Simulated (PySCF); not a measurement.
# C$_{2}$H$_{6}$Zn, SMILES `C[Zn]C`: electronic structure

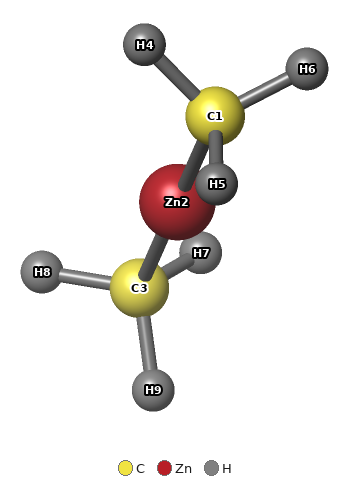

The molecule, with its atoms numbered as below. No frequency check shows the geometry to be a minimum.

Coordinates in Å:

```
C1       2.0420   -0.0014   -0.0002
Zn2     -0.0000    0.0007   -0.0000
C3      -2.0420   -0.0014   -0.0002
H4       2.4446   -0.1349    1.0009
H5       2.4446   -0.7999   -0.6159
H6       2.4446    0.9328   -0.3834
H7      -2.4445    1.0039   -0.0974
H8      -2.4445   -0.4181    0.9195
H9      -2.4445   -0.5877   -0.8204
```

## 1. Bonding charge

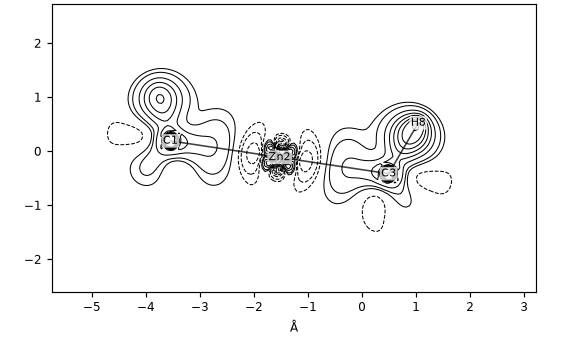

Deformation density (molecule less spherical, spin-averaged free atoms) in the plane of C1, Zn2, C3 and H8; contours at ±0.05 to ±0.8 e/Å³; solid lines: gain, dashed lines: loss.

Method: B3LYP/def2-SVP; geometry: GFN2-xTB; program: PySCF.

How much density has each bond in this plane gained at its critical point, relative to the free atoms?

Answer. C3–H8: +0.63 e/Å³ at the bond critical point (bond length 1.09 Å, Mayer order 1.0). Zn2–C3 and C1–Zn2: +0.11 e/Å³ at the bond critical point (bond length 2.04 Å, Mayer order 0.9). In all, 1.8 electrons gather in the regions of gain relative to the promolecule. A small or negative value marks a very polar bond, one between electron-rich atoms, whose free-atom densities already overlap strongly, a long bond to a heavier atom, or a closed-shell contact such as a hydrogen bond.

## 2. Bond critical points

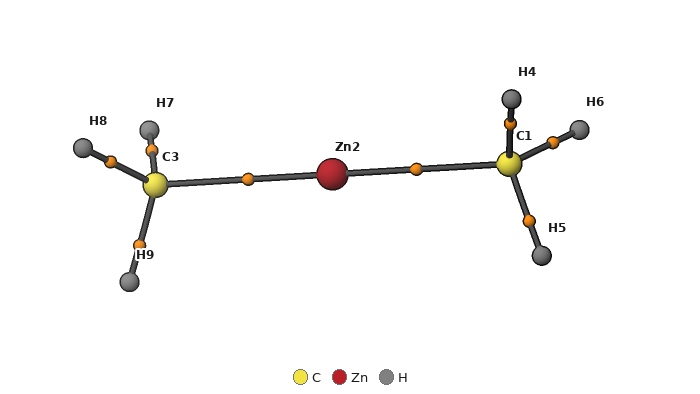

Molecular graph of the electron density (QTAIM): bond paths, bond critical points (orange), ring points (yellow, if any); weak paths are dashed.

How many critical points of each kind are there, and does the count close?

Answer. 9 nuclei, 8 bond, 0 ring and 0 cage critical points: 9 − 8 + 0 − 0 = 1, as the Poincaré–Hopf relation requires.

Tabulate density, Laplacian, ellipticity and energy density at the bond critical points (atomic units).

Answer.
```tsv
bond	length (Å)	ρ (a.u.)	∇²ρ (a.u.)	ε	H (a.u.)
C1–H5 (6 alike)	1.086	0.271	−0.97	0.03	−0.292
Zn2–C3 (2 alike)	2.042	0.093	+0.20	0.00	−0.029
```

What kind of interaction is C1–H5?

Answer. Shared-shell (covalent): ρ = 0.271, ∇²ρ = −0.97, H = −0.292 a.u.

## 3. Local ionisation energy

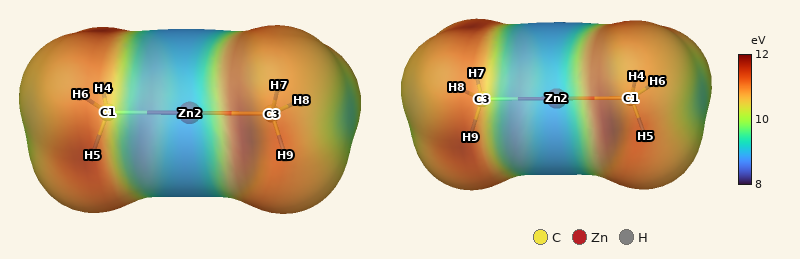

Average local ionisation energy on the surface of electron density 0.001 a.u. (back view left, front view right).

Where are the most loosely bound electrons on this surface?

Answer. The lowest value is 8.8 eV, 2.0 Å from Zn2, and at like points elsewhere. Further minima include 9.3 eV, near H9 (1.85 Å), H7 (1.85 Å), H8 (1.86 Å) and C3 (1.96 Å), and at like points elsewhere. For comparison, the highest occupied orbital lies at −6.7 eV.

What volume does the surface enclose, and what is the dipole moment?

Answer. About 94 Å³; the dipole moment is 0.0 D.

## 4. Excited states

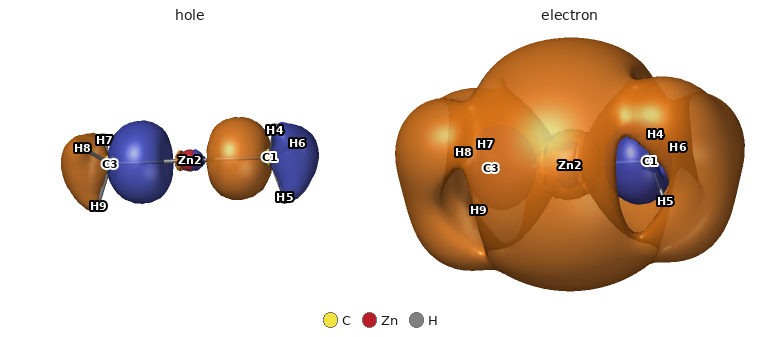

Leading natural transition orbital pair of S₃ (TDA singlet states); the surfaces enclose about 70 % of each orbital's density.

Level of theory: ωB97X/def2-SVPD (PySCF), at a geometry from GFN2-xTB.

Where does the state lie, and where do hole and electron sit?

Answer. 6.91 eV (179 nm), f = 0.549 (bright), partly diffuse acceptor orbital; the leading pair carries 93 %; hole on C1 and C3 (29 % each) and Zn2 (21 %), electron on Zn2 (42 %), C1 and C3 (11 % each) and H4, H5, H6, H7, H8 and H9 (6 % each) (atom shares of so diffuse an orbital are rough); their centroids lie 0.0 Å apart. In canonical orbitals it is mainly HOMO → LUMO+2 (92 %). The HOMO–LUMO gap is 11.07 eV.

## 5. Removing or adding an electron

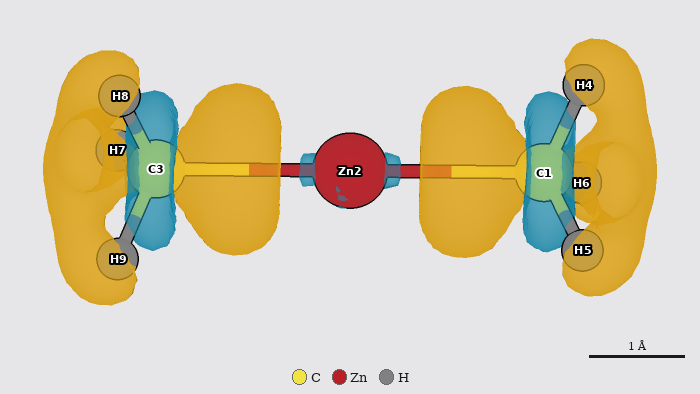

Fukui function f⁻ = ρ(N) − ρ(N−1) at fixed geometry, surfaces at ±0.03 e/Å³ (yellow positive, teal negative).

Level of theory: PBE0/def2-SVPD (PySCF), at a geometry from GFN2-xTB.

Which atoms respond most to the removal of an electron?

Answer. f⁻ (Hirshfeld-condensed) is largest on Zn2 (0.21) and C1 and C3 (0.18 each); the vertical ionisation energy is 9.15 eV. Condensed values hint at sites of electrophilic attack but needn't mark the atom that reacts. Shares this close don't rank the sites. Orbital relaxation makes it negative in places (0.17 e in all).

## 6. Stretching a bond

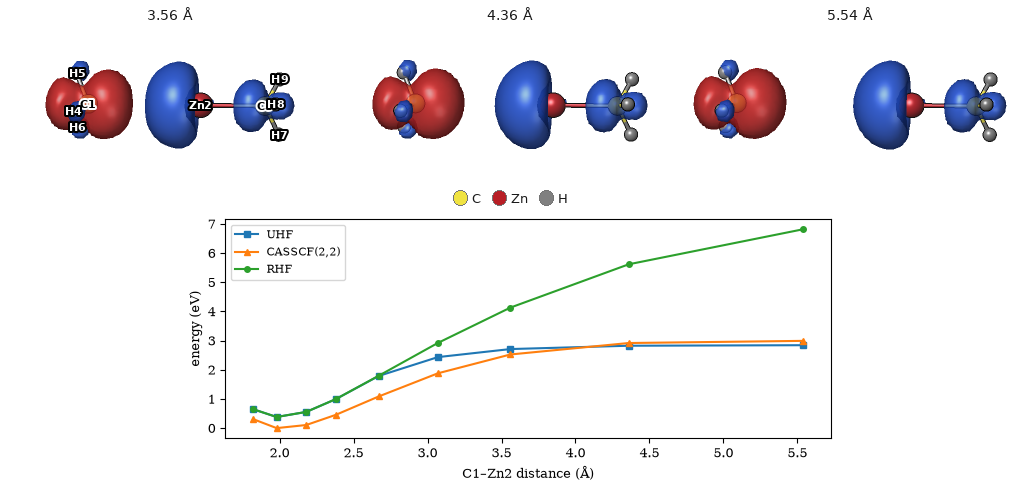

Rigid stretch of the C1–Zn2 bond. Broken-symmetry UHF spin density at ±0.03 e/Å³ (blue: α, red: β). Below: energies along the scan, from the lowest point of the three curves.

Method: def2-SVP basis; geometry: GFN2-xTB; program: PySCF.

How does the broken-symmetry solution share the spin, and how far is it from a pure singlet?

Answer. At 5.54 Å excess α spin lies mostly on Zn2 and excess β on C1; the two could be swapped at no cost. ⟨S²⟩ is 0.91 at 3.56 Å, 1.01 at 4.36 Å and 1.02 at 5.54 Å, against 0 for a pure singlet and 1 for an equal mix of singlet and triplet.

Where does the UHF solution part from RHF?

Answer. Between 2.38 Å (⟨S²⟩ = 0, the two coincide) and 2.67 Å (⟨S²⟩ = 0.11); at 5.54 Å ⟨S²⟩ is 1.02 and UHF lies 4.0 eV below RHF.

How much energy does the stretch cost?

Answer. By CASSCF, 3.0 eV from the lowest point of the scan (1.98 Å) to 5.54 Å; RHF gives 6.4 eV from its own lowest point. The fragments aren't relaxed and dynamic correlation is missing, so this isn't a bond dissociation energy.

The PySCF runs shown took 10 s, 3.2 min, 2.5 min and 3.8 min on 1 thread of AMD EPYC 7R43 64-Core Processor (Zen 3), on a shared host.
